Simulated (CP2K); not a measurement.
# GFN2-xTB run of AlHBrO (SMILES [OH][Al][Br])

Aim: the vertical ionisation energy of AlHBrO at GFN2-xTB, from 2 runs. 

The calculation is run with CP2K 2026.2.

4 further runs of the same task are left out: 4 set aside as unsound or not needed.

### Step 1. The system as given

The species is AlHBrO (4 atoms), meant as a doublet with charge 0. As SMILES, `[OH][Al][Br]`. Geometry: relaxed at PBE0-D4/def2-TZVP.

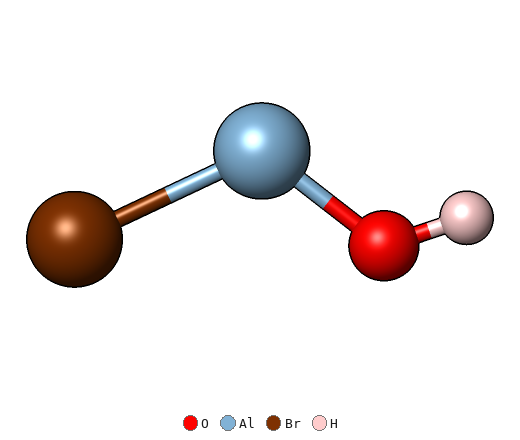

The structure, seen from a chosen angle (oxygen red, aluminium light blue, bromine brown, hydrogen pink).

### Step 2. Energy and gradient at GFN2-xTB

molecule.xyz reads:

```xyz
4

O     -0.417900     0.558200    -0.729100
Al    -0.100700    -0.215000     0.745000
Br     1.740900    -1.539700     0.836000
H     -1.166700     1.136400    -0.872200
```

run.inp reads:

```
&GLOBAL
  PROJECT_NAME run
  RUN_TYPE ENERGY_FORCE
  PRINT_LEVEL MEDIUM
&END GLOBAL

&FORCE_EVAL
  METHOD QS
  &DFT
    CHARGE 0
    MULTIPLICITY 2
    LSD T
    &QS
      METHOD XTB
      EPS_DEFAULT 1.0E-10
      &XTB
        GFN_TYPE TBLITE
        &TBLITE
          METHOD GFN2
        &END TBLITE
        CHECK_ATOMIC_CHARGES F
      &END XTB
    &END QS
    &POISSON
      PERIODIC NONE
      POISSON_SOLVER ANALYTIC
    &END POISSON
    &SCF
      SCF_GUESS ATOMIC
      EPS_SCF 1.0E-06
      MAX_SCF 150
      ADDED_MOS 4
      &DIAGONALIZATION
        ALGORITHM STANDARD
      &END DIAGONALIZATION
      &MIXING
        METHOD DIRECT_P_MIXING
        ALPHA 0.4
      &END MIXING
      &SMEAR ON
        METHOD FERMI_DIRAC
        ELECTRONIC_TEMPERATURE [K] 300
      &END SMEAR
    &END SCF
    &PRINT
      &MOMENTS
        PERIODIC F
        REFERENCE COM
        MAX_MOMENT 1
      &END MOMENTS
      &MO ON
        ENERGIES T
        OCCUPATION_NUMBERS T
        NDIGITS 6
        &EACH
          QS_SCF 0
        &END EACH
        ADD_LAST NUMERIC
      &END MO
      &HIRSHFELD OFF
      &END HIRSHFELD
    &END PRINT
  &END DFT
  &SUBSYS
    &CELL
      ABC [angstrom] 10.9 10.7 9.7
      PERIODIC NONE
    &END CELL
    &TOPOLOGY
      COORD_FILE_NAME molecule.xyz
      COORD_FILE_FORMAT XYZ
      &CENTER_COORDINATES
      &END CENTER_COORDINATES
    &END TOPOLOGY
  &END SUBSYS
  &PRINT
    &FORCES ON
    &END FORCES
  &END PRINT
&END FORCE_EVAL
```

Run with:

```
$ OMP_NUM_THREADS=1 cp2k.psmp -i run.inp -o run.out
```

What it wrote:

```text
CP2K| version string:                                       CP2K version 2026.2
[...]
 GLOBAL| Method name                                                        CP2K
[...]
 GLOBAL| Run type                                                   ENERGY_FORCE
[...]
                             - Atoms:                                          4
[...]
                             - Spherical basis functions:                     23
[...]
 Number of electrons:                                                          9
[...]
  *** SCF run converged in    20 steps ***
[...]
  Fermi energy:                                                -0.33706357901586
[...]
 TB_DIPOLE| Moment [Debye]         -2.70934210       1.54337990       0.95088104
 TB_DIPOLE| Derivative [a.u.]       0.00000000       0.00000000       0.00000000
[...]
 ENERGY| Total FORCE_EVAL ( QS ) energy [hartree]             -9.805983281677758
 FORCES| Atomic forces [hartree/bohr]
 FORCES|   Atom     x               y               z               |f|
 FORCES|      1 -1.15042578E-02  8.07737183E-04  1.94089940E-02   2.25767454E-02
 FORCES|      2 -5.80860262E-04  4.81273650E-03 -1.17874474E-02   1.27453422E-02
 FORCES|      3  5.31671715E-03 -4.30820529E-03  1.55741610E-03   7.01809511E-03
 FORCES|      4  6.76840093E-03 -1.31226839E-03 -9.17896267E-03   1.14798369E-02
 FORCES| Sum    -3.72965547E-17 -1.36609474E-17 -1.73472348E-17
 FORCES| Total atomic force                                       4.33426007E-17
[...]
```

Wall time 0.89 s (1 thread of Intel Xeon 6975P-C (Granite Rapids), shared host); peak memory 0.19 GiB.

### Step 3. The singlet cation at the same level

molecule.xyz is that of step 2.

qs.inp reads:

```
&GLOBAL
  PROJECT_NAME qs
  RUN_TYPE ENERGY_FORCE
  PRINT_LEVEL MEDIUM
&END GLOBAL

&FORCE_EVAL
  METHOD QS
  &DFT
    CHARGE 1
    MULTIPLICITY 1
    &QS
      METHOD XTB
      EPS_DEFAULT 1.0E-10
      &XTB
        GFN_TYPE TBLITE
        &TBLITE
          METHOD GFN2
        &END TBLITE
        CHECK_ATOMIC_CHARGES F
      &END XTB
    &END QS
    ! cluster boundary conditions
    &POISSON
      PERIODIC NONE
      POISSON_SOLVER ANALYTIC
    &END POISSON
    ! SCF settings
    &SCF
      SCF_GUESS ATOMIC
      EPS_SCF 1.0E-06
      MAX_SCF 150
      ADDED_MOS 8
      &DIAGONALIZATION
        ALGORITHM STANDARD
      &END DIAGONALIZATION
      &MIXING
        METHOD DIRECT_P_MIXING
        ALPHA 0.4
      &END MIXING
    &END SCF
    &PRINT
      &MOMENTS
        PERIODIC F
        REFERENCE COM
        MAX_MOMENT 1
      &END MOMENTS
      &MO ON
        ENERGIES T
        OCCUPATION_NUMBERS T
        NDIGITS 6
        &EACH
          QS_SCF 0
        &END EACH
        ADD_LAST NUMERIC
      &END MO
      &HIRSHFELD OFF
      &END HIRSHFELD
    &END PRINT
  &END DFT
  &SUBSYS
    &CELL
      ABC [angstrom] 10.9 10.7 9.7
      PERIODIC NONE
    &END CELL
    &TOPOLOGY
      COORD_FILE_NAME molecule.xyz
      COORD_FILE_FORMAT XYZ
      &CENTER_COORDINATES
      &END CENTER_COORDINATES
    &END TOPOLOGY
  &END SUBSYS
  ! extra output
  &PRINT
    &FORCES ON
    &END FORCES
  &END PRINT
&END FORCE_EVAL
```

Run with:

```
$ OMP_NUM_THREADS=1 cp2k.psmp -i qs.inp > qs.out 2>&1
```

What it wrote:

```text
CP2K| version string:                                       CP2K version 2026.2
[...]
 GLOBAL| Method name                                                        CP2K
[...]
 GLOBAL| Run type                                                   ENERGY_FORCE
[...]
                             - Atoms:                                          4
[...]
                             - Spherical basis functions:                     23
[...]
 Number of electrons:                                                         16
[...]
  *** SCF run converged in    30 steps ***
[...]
  Fermi energy:                                                -0.65909025082328
[...]
 TB_DIPOLE| Moment [Debye]         -5.17925087       3.58117812       0.12995632
 TB_DIPOLE| Derivative [a.u.]       0.00000000       0.00000000       0.00000000
[...]
 ENERGY| Total FORCE_EVAL ( QS ) energy [hartree]             -9.316320629553580
 FORCES| Atomic forces [hartree/bohr]
 FORCES|   Atom     x               y               z               |f|
 FORCES|      1 -1.14269119E-02 -1.17828987E-02  5.29563482E-02   5.54417336E-02
 FORCES|      2  2.74841794E-02  4.03330147E-04 -5.26211134E-02   5.93677047E-02
 FORCES|      3 -1.23351420E-02  3.73781720E-03  1.31317000E-02   1.84002324E-02
 FORCES|      4 -3.72212549E-03  7.64175138E-03 -1.34669348E-02   1.59251033E-02
 FORCES| Sum    -2.34187669E-17  3.72965547E-17 -6.59194921E-17
 FORCES| Total atomic force                                       7.92770526E-17
[...]
```

It took 0.9 s on 1 thread of Intel Xeon 6975P-C (Granite Rapids), shared host; peak memory 0.19 GiB.

### Step 4. What came out

Level: GFN2-xTB.

```
                                                 quantity        value
                             doublet AlHBrO: total energy  -9.80598 Eh
doublet AlHBrO: dipole moment (from atomic charges alone)       3.26 D
       doublet AlHBrO: HOMO energy (highest over α and β)     -9.42 eV
        doublet AlHBrO: LUMO energy (lowest over α and β)     -8.93 eV
                 doublet AlHBrO: largest force on an atom   1.161 eV/Å
                             singlet cation: total energy  -9.31632 Eh
                              singlet cation: HOMO energy    -18.64 eV
                              singlet cation: LUMO energy    -17.23 eV
                            singlet cation: HOMO–LUMO gap      1.41 eV
                 singlet cation: largest force on an atom   3.053 eV/Å
       vertical ionisation energy (to the singlet cation)    13.324 eV
```

**Reading.** Removing an electron at fixed nuclei costs 13.32 eV (1286 kJ/mol). The largest force (doublet AlHBrO) is 1.16 eV/Å: the shape isn't a stationary point for this species at this level. Only the singlet of the ionised species was computed; a triplet could lie lower. xTB total energies overstate such differences by several eV unless an empirical shift is taken off; none is applied here. The dipole (doublet AlHBrO) comes from point charges on the atoms alone, without atomic dipoles, so it is partial.
